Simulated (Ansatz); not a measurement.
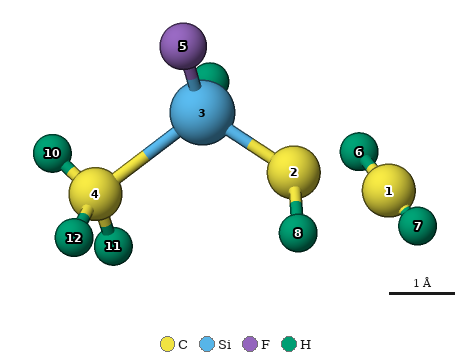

The structure as given in the input (ball-and-stick view, seen at a tilt; atoms are numbered from 1 in the order of the input). Sticks are drawn by distance; a stretched bond gets none, so the picture shows separate pieces. Bond lengths as drawn: C–H 0.77 to 1.32 Å, C–Si 1.72 to 2.08 Å and F–Si 1.31 Å.

## Single-point calculation of C₃H₇FSi

- system: C₃H₇FSi
- method: RKS r2SCAN/def2-mTZVP (Ansatz 0.2.0)

Some settings of this run were made unusual or wrong on purpose. The geometry comes from this level: PBE0-D4/def2-TZVP. Figures and captions count atoms from 1; the log counts them from 0 in places.

**What the program printed**
```
Functional definition: r2SCAN
  name "r2SCAN"
  cite "Furness, Kaplan, Ning, Perdew & Sun, J. Phys. Chem. Lett. 11, 8208 (2020) doi:10.1021/acs.jpclett.0c02405"
  cite "Furness, Kaplan, Ning, Perdew & Sun, J. Phys. Chem. Lett. 11, 9248 (2020) doi:10.1021/acs.jpclett.0c03077"
  parent r2scan
  parameter k0 = 0.174
  parameter k1 = 0.065
  parameter a1 = 4.9479
  exchange = r2scan_x(k0 = k0, k1 = k1, a1 = a1)
  correlation = r2scan_c
2510 factors; integrals over basis functions are off by at most 1.5e-8 eV
mean field evaluation 1: about -13793.3649 eV, gradient 8.0e1 eV
mean field evaluation 2: about -13780.1214 eV, gradient 9.8e1 eV
mean field evaluation 4: about -13806.9258 eV, gradient 9.3e0 eV
mean field evaluation 8: about -13760.1638 eV, gradient 2.4e2 eV
mean field evaluation 16: about -13831.0840 eV, gradient 1.4e1 eV
mean field evaluation 32: about -13834.1213 eV, gradient 9.3e-1 eV
mean field -13834.16941249 eV, -508.3963487724 hartree, gradient 2.5e-8 eV, S^2 0.000000; 2 other end points of the search recorded, 0 dependent functions left out
the calculation of the forces begins
reference -13834.16941374 eV, -508.3963488180 hartree; 24, 24 occupied and 95, 95 virtual orbitals, 2510 factors
Total energy: -13834.16941374 eV, -508.3963488180 hartree
Atom 0 at    -2.609774    -0.217748     0.061862 Å, force    42.957641    -5.872421    12.092313 eV/Å
Atom 1 at    -1.060187     0.473875    -0.440973 Å, force    29.899571     5.696902    43.175357 eV/Å
Atom 2 at     0.359987     0.794661     0.481475 Å, force   -14.435928   -32.484181   -61.222093 eV/Å
Atom 3 at     1.913272    -0.455142    -0.123166 Å, force   -13.891055    -3.640755    14.807081 eV/Å
Atom 4 at     0.771456     2.034473     0.575700 Å, force   -11.891694    13.171392     4.819026 eV/Å
Atom 5 at    -2.200278    -0.433404     1.196452 Å, force   -10.874141    19.196529   -17.008555 eV/Å
Atom 6 at    -3.056394    -0.387083    -0.541652 Å, force   -12.279179   -13.427273    -5.788786 eV/Å
Atom 7 at    -1.103769     0.382531    -1.761433 Å, force    -7.839476    19.104192     0.903079 eV/Å
Atom 8 at     0.136511     0.082761     2.054692 Å, force    -1.593724    -3.152190     6.512761 eV/Å
Atom 9 at     2.585314    -0.224583     0.514350 Å, force     4.286840     1.557755    -4.146703 eV/Å
Atom 10 at     1.550072    -1.395388    -0.238413 Å, force     1.161437     0.055693     0.374813 eV/Å
Atom 11 at     2.271147    -0.453517    -1.182761 Å, force    -5.500291    -0.205642     5.481708 eV/Å
Dipole moment:     2.679500    -0.069637     0.204060 e Å
```

The run was set up as follows.

**Input file**
```yaml
crystal:
  periodic: [false, false, false]
  atoms:
    - {symbol: C, position_ang: [-2.609774, -0.217748, 0.061862]}
    - {symbol: C, position_ang: [-1.060187, 0.473875, -0.440973]}
    - {symbol: Si, position_ang: [0.359987, 0.794661, 0.481475]}
    - {symbol: C, position_ang: [1.913272, -0.455142, -0.123166]}
    - {symbol: F, position_ang: [0.771456, 2.034473, 0.575700]}
    - {symbol: H, position_ang: [-2.200278, -0.433404, 1.196452]}
    - {symbol: H, position_ang: [-3.056394, -0.387083, -0.541652]}
    - {symbol: H, position_ang: [-1.103769, 0.382531, -1.761433]}
    - {symbol: H, position_ang: [0.136511, 0.082761, 2.054692]}
    - {symbol: H, position_ang: [2.585314, -0.224583, 0.514350]}
    - {symbol: H, position_ang: [1.550072, -1.395388, -0.238413]}
    - {symbol: H, position_ang: [2.271147, -0.453517, -1.182761]}
basis:
  gaussian: {orbitals: def2-mTZVP, final_grid: {core_spheres: 1, valence_spheres: 1, degree: 1}}
hamiltonian: {xc: {name: r2SCAN}}
accuracy: high
output: {forces: true}
```

Command:
```bash
ansatz run in.yaml --threads 4 --pin off --events-out ev --progress --plain --max-ram 10444MiB
```

**Outcome**

```tsv
quantity	value
outcome	converged
total energy	−13834.1694 eV
SCF solution under orbital rotations	stable
largest force (length of the vector)	70.794 eV/Å
dipole moment	12.91 D
hardware	4 threads of Intel Xeon @ 2.50GHz, 15 GiB of memory available, shared host
wall time	6 s (CPU time 19 s)
peak memory	0.53 GiB
```

**Diagnosis**

A setting was made wrong on purpose: grid. The run converged all the same; its numbers are those of the faulty input and shouldn't be used.
